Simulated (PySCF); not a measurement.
Consider MgSb (charge +1, triplet).

```yaml
atoms:
  - { symbol: Mg, position_ang: [0.0000, 0.0000, -2.3039] }
  - { symbol: Sb, position_ang: [0.0000, 0.0000, 0.4571] }
```

⟨S²⟩ = 2.06, above the pure value of 2.00; core potentials replace the inner electrons of Sb.

Theory: PBE0/aug-cc-pVDZ(-PP), non-relativistic Hamiltonian with scalar-relativistic core potentials where named, at a bond length of 2.761 Å in PySCF 2.14.0.

Question: What will maps of the electron density, electron localisation function and spin density show?

Answer: Mg–Sb (2.76 Å): ρ is about 0.29 e/Å³ halfway; the ELF peaks at about 0.75 in the valence shell of Sb, 1.5 Å from its nucleus, and drops to about 0.20 between the two atoms.
The unpaired spin (2 electrons) lies mostly on Sb2 (about 2.0), in electrons by Hirshfeld's partition.

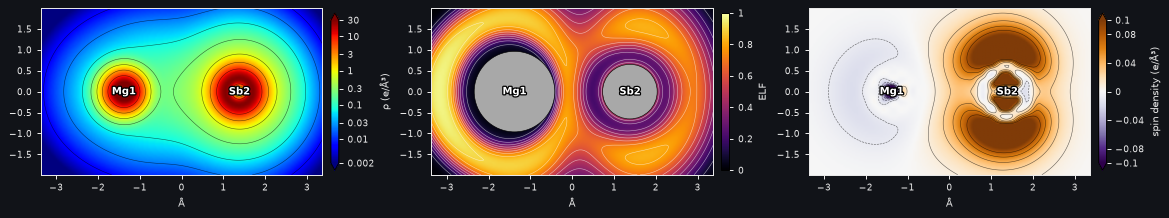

Computed electron density, electron localisation function and spin density on a plane that holds the molecular axis, in this order. Grey discs cover the atomic cores in the ELF map. 
